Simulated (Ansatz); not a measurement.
## CH10Si2: geometry relaxation (part 1 of 2)

- system: CH10Si2
- method: RKS PBE/def2-SVP (Ansatz 0.2.0)

It belongs to a series of runs on one base structure; here: end point B relaxed. Figures and captions count atoms from 1; the log counts them from 0 in places.

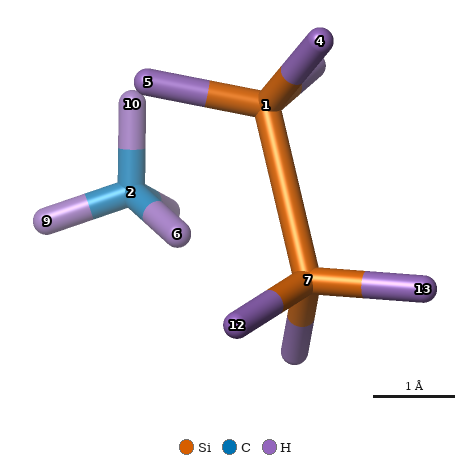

The starting structure (stick view, seen at a tilt; atoms are numbered from 1 in the order of the input). Bond lengths as drawn: C–H 1.09 to 1.11 Å, H–Si 1.50 to 1.51 Å and Si–Si 2.26 Å.

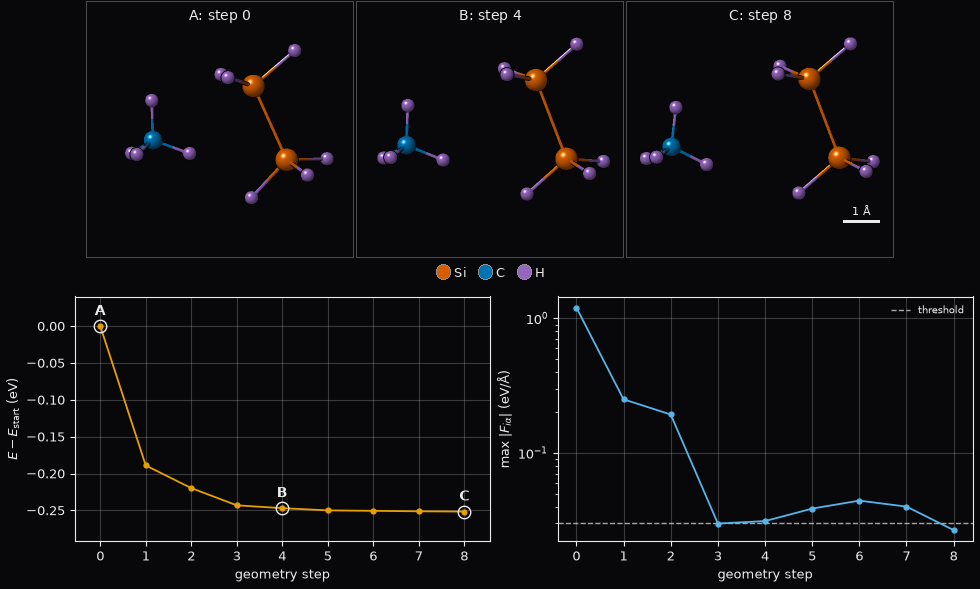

Frames of the relaxation (ball-and-stick view, seen on its broad side) above the curves, on which the letters mark them (the first geometry is step 0 here and step 1 in the log).

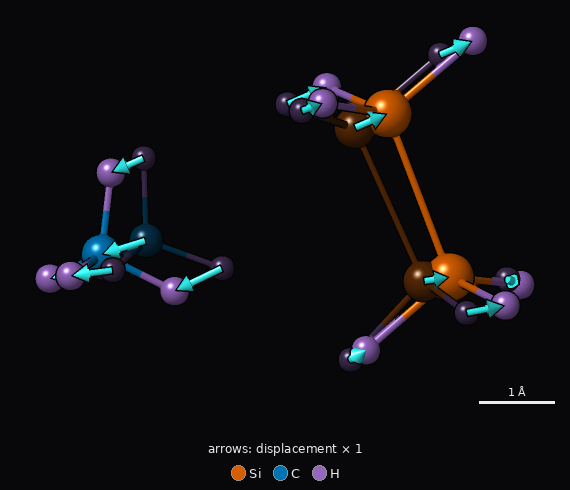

Start (faint) and end (solid) with the displacements as teal arrows, at true length (ball-and-stick view, seen on its broad side). The two geometries are laid on each other by the best rigid fit. The energy falls by 0.252 eV in 8 geometry steps. Largest force component: 1.2 eV/Å at the start, 0.027 eV/Å at the end. The atom that moves furthest after the best rigid fit is H8 (0.72 Å). By element the largest moves are H 0.72 Å, C 0.63 Å, Si 0.48 Å. Among the contacts that change: Si1–Si7 2.260 → 2.355 Å, C2–H6 1.090 → 1.107 Å, Si1–H4 1.511 → 1.507 Å, Si1–H3 1.502 → 1.506 Å. Among the angles that change: H4–Si1–Si7 106.1° → 109.9°, H5–Si1–Si7 113.3° → 110.6°, H6–C2–H10 111.6° → 109.5°. (Atoms are counted from 1 in the order of the input.)

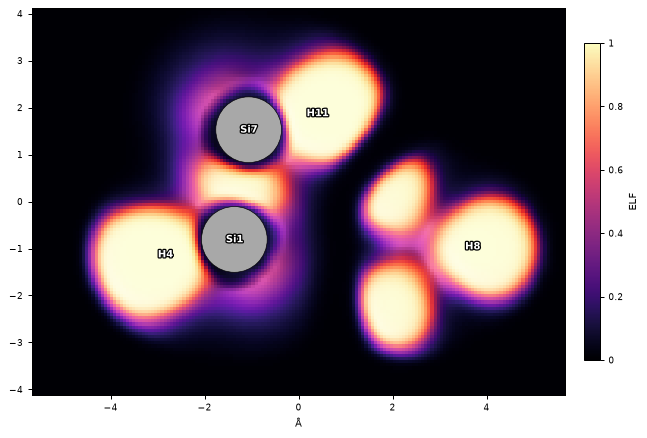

ELF on the plane of atoms Si1, Si7 and H11. Grey discs, where drawn, cover atomic cores. The plane passes through Si and H nuclei. Si–H (1.51 Å): the ELF climbs to about 1 towards the hydrogen, as it does in any bond to H.

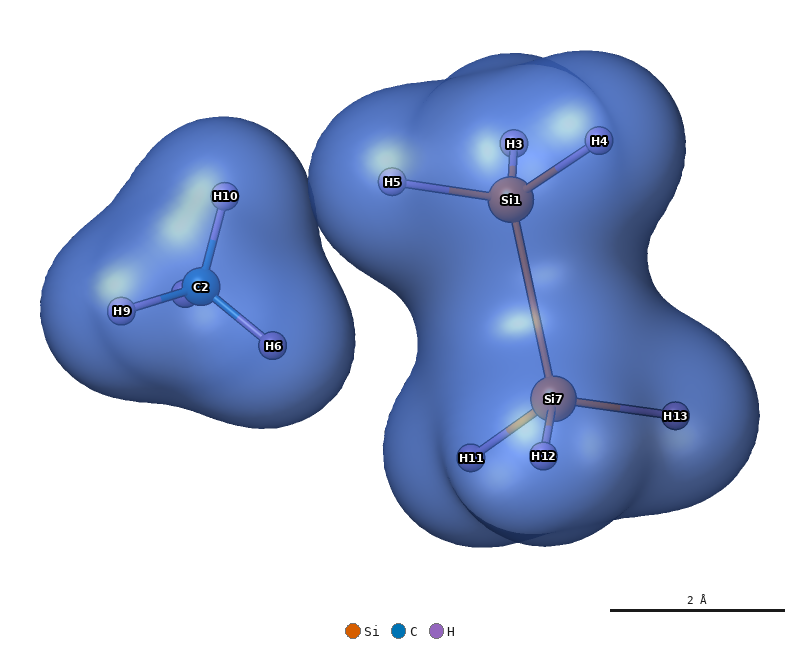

Isosurface of the electron density at 0.05 e/Å³ (blue), seen at a tilt. At this value the surface falls into two separate pieces. On the grid the lowest density along these lines, outside the cores, is 0.62 e/Å³ (Si–Si, 2.35 Å), 1.8 e/Å³ (C–H, 1.11 Å) and 0.73 e/Å³ (Si–H, 1.51 Å).

The input that produced these results follows, with the program's output.

Input file:
```yaml
crystal:
  periodic: [false, false, false]
  atoms:
    - { symbol: Si, position_ang: [-0.837933, 1.065891, 0.476595] }
    - { symbol: C, position_ang: [0.874639, -1.573267, 0.989306] }
    - { symbol: H, position_ang: [-1.699001, -0.073986, 0.940477] }
    - { symbol: H, position_ang: [-1.680517, 2.317491, 0.55842] }
    - { symbol: H, position_ang: [0.324863, 1.26493, 1.403914] }
    - { symbol: H, position_ang: [0.695422, -0.985948, 0.088178] }
    - { symbol: Si, position_ang: [-0.230092, 0.858412, -1.689728] }
    - { symbol: H, position_ang: [0.504041, -2.604078, 0.823426] }
    - { symbol: H, position_ang: [1.964362, -1.611673, 1.182702] }
    - { symbol: H, position_ang: [0.364496, -1.137626, 1.867613] }
    - { symbol: H, position_ang: [0.198331, -0.537432, -2.053646] }
    - { symbol: H, position_ang: [0.910565, 1.790821, -2.007501] }
    - { symbol: H, position_ang: [-1.389177, 1.226464, -2.579857] }
basis:
  gaussian: { orbitals: def2-SVP }
hamiltonian:
  xc: pbe
relax:
  f_tol: 0.03
  max_steps: 50
output:
  orbitals: {}
```

Launched with:
```bash
ansatz run input.yaml --threads 2 --pin off --max-ram 3072MiB --backend cpu --events-out ev --progress --plain --runs-dir out
```

What the program printed:
```
The last accepted step is kept in [file] (removed where the run ends without a failure and the disk answers)
Engine: ansatz 0.2.0, aarch64-unknown-linux-gnu
Functional definition: PBE
  parameter kappa = 0.804
  parameter beta = 0.06672455060314922
  exchange = pbe_x(kappa = kappa, mu = beta*pi^2/3)
  correlation = pbe_c(beta = beta)
1130 factors; their error is unknown
mean field evaluation 1: about -16932.1700 eV, gradient 4.9e1 eV
mean field evaluation 2: about -16926.8039 eV, gradient 6.3e1 eV
mean field evaluation 4: about -16938.4366 eV, gradient 1.2e0 eV
mean field evaluation 8: about -16938.3653 eV, gradient 3.7e-2 eV
mean field -16938.36525806 eV, -622.4734419974 hartree, gradient 7.8e-5 eV, S^2 0.000000; 0 other end points of the search recorded, 0 dependent functions left out
the calculation of the forces begins
reference -16938.36529792 eV, -622.4734434621 hartree; 22, 22 occupied and 78, 78 virtual orbitals, 1130 factors
relax step   1: F+E_penalty+E_count = -16938.36525806 eV  Δ(F+E_penalty+E_count) = +0.000e0 eV  max|allowed force component| = 1.201e0 eV/Å  Δτ_max = 0.0000 Å  (23 SCF iters, accepted)
these checks for a lower state are left out or cut short: starts, cluster_reference, orbital_swaps, neighbouring_geometries, increment
1130 factors; their error is unknown
mean field evaluation 16: about -16938.6347 eV, gradient 5.5e-2 eV
mean field -16938.55433310 eV, -622.4803903769 hartree, gradient 1.3e-5 eV, S^2 0.000000; 0 other end points of the search recorded, 0 dependent functions left out
the calculation of the forces begins
reference -16938.55437407 eV, -622.4803918826 hartree; 22, 22 occupied and 78, 78 virtual orbitals, 1130 factors
relax step   2: F+E_penalty+E_count = -16938.55433310 eV  Δ(F+E_penalty+E_count) = -1.891e-1 eV  max|allowed force component| = 2.505e-1 eV/Å  Δτ_max = 0.1948 Å  (24 SCF iters, accepted)
these checks for a lower state are left out or cut short: starts, cluster_reference, orbital_swaps, neighbouring_geometries, increment
1130 factors; their error is unknown
mean field -16938.58502270 eV, -622.4815181990 hartree, gradient 1.3e-5 eV, S^2 0.000000; 0 other end points of the search recorded, 0 dependent functions left out
the calculation of the forces begins
reference -16938.58506464 eV, -622.4815197402 hartree; 22, 22 occupied and 78, 78 virtual orbitals, 1130 factors
relax step   3: F+E_penalty+E_count = -16938.58502270 eV  Δ(F+E_penalty+E_count) = -3.069e-2 eV  max|allowed force component| = 1.934e-1 eV/Å  Δτ_max = 0.2000 Å  (26 SCF iters, accepted)
these checks for a lower state are left out or cut short: starts, cluster_reference, orbital_swaps, neighbouring_geometries, increment
1130 factors; their error is unknown
mean field evaluation 32: about -16938.6084 eV, gradient 5.2e-5 eV
mean field -16938.60838143 eV, -622.4823766164 hartree, gradient 1.3e-5 eV, S^2 0.000000; 0 other end points of the search recorded, 0 dependent functions left out
the calculation of the forces begins
reference -16938.60842358 eV, -622.4823781653 hartree; 22, 22 occupied and 78, 78 virtual orbitals, 1130 factors
relax step   4: F+E_penalty+E_count = -16938.60838143 eV  Δ(F+E_penalty+E_count) = -2.336e-2 eV  max|allowed force component| = 2.997e-2 eV/Å  Δτ_max = 0.1141 Å  (25 SCF iters, accepted)
these checks for a lower state are left out or cut short: starts, cluster_reference, orbital_swaps, neighbouring_geometries, increment
1130 factors; their error is unknown
mean field -16938.61223856 eV, -622.4825183634 hartree, gradient 1.1e-5 eV, S^2 0.000000; 0 other end points of the search recorded, 0 dependent functions left out
the calculation of the forces begins
reference -16938.61228092 eV, -622.4825199201 hartree; 22, 22 occupied and 78, 78 virtual orbitals, 1130 factors
relax step   5: F+E_penalty+E_count = -16938.61223856 eV  Δ(F+E_penalty+E_count) = -3.857e-3 eV  max|allowed force component| = 3.125e-2 eV/Å  Δτ_max = 0.0709 Å  (26 SCF iters, accepted)
these checks for a lower state are left out or cut short: starts, cluster_reference, orbital_swaps, neighbouring_geometries, increment
1130 factors; their error is unknown
mean field -16938.61525610 eV, -622.4826292559 hartree, gradient 1.2e-5 eV, S^2 0.000000; 0 other end points of the search recorded, 0 dependent functions left out
the calculation of the forces begins
reference -16938.61529880 eV, -622.4826308249 hartree; 22, 22 occupied and 78, 78 virtual orbitals, 1130 factors
relax step   6: F+E_penalty+E_count = -16938.61525610 eV  Δ(F+E_penalty+E_count) = -3.018e-3 eV  max|allowed force component| = 3.867e-2 eV/Å  Δτ_max = 0.1102 Å  (25 SCF iters, accepted)
these checks for a lower state are left out or cut short: starts, cluster_reference, orbital_swaps, neighbouring_geometries, increment
1130 factors; their error is unknown
mean field -16938.61589036 eV, -622.4826525646 hartree, gradient 1.1e-5 eV, S^2 0.000000; 0 other end points of the search recorded, 0 dependent functions left out
the calculation of the forces begins
reference -16938.61593314 eV, -622.4826541365 hartree; 22, 22 occupied and 78, 78 virtual orbitals, 1130 factors
relax step   7: F+E_penalty+E_count = -16938.61589036 eV  Δ(F+E_penalty+E_count) = -6.343e-4 eV  max|allowed force component| = 4.433e-2 eV/Å  Δτ_max = 0.0416 Å  (26 SCF iters, accepted)
these checks for a lower state are left out or cut short: starts, cluster_reference, orbital_swaps, neighbouring_geometries, increment
1130 factors; their error is unknown
mean field -16938.61651045 eV, -622.4826753522 hartree, gradient 1.1e-5 eV, S^2 0.000000; 0 other end points of the search recorded, 0 dependent functions left out
the calculation of the forces begins
reference -16938.61655326 eV, -622.4826769258 hartree; 22, 22 occupied and 78, 78 virtual orbitals, 1130 factors
relax step   8: F+E_penalty+E_count = -16938.61651045 eV  Δ(F+E_penalty+E_count) = -6.201e-4 eV  max|allowed force component| = 4.002e-2 eV/Å  Δτ_max = 0.0457 Å  (26 SCF iters, accepted)
these checks for a lower state are left out or cut short: starts, cluster_reference, orbital_swaps, neighbouring_geometries, increment
1130 factors; their error is unknown
mean field evaluation 64: about -16938.6943 eV, gradient 8.1e-1 eV
mean field -16938.61685579 eV, -622.4826880433 hartree, gradient 1.1e-5 eV, S^2 0.000000; 0 other end points of the search recorded, 0 dependent functions left out
the calculation of the forces begins
reference -16938.61689860 eV, -622.4826896168 hartree; 22, 22 occupied and 78, 78 virtual orbitals, 1130 factors
```
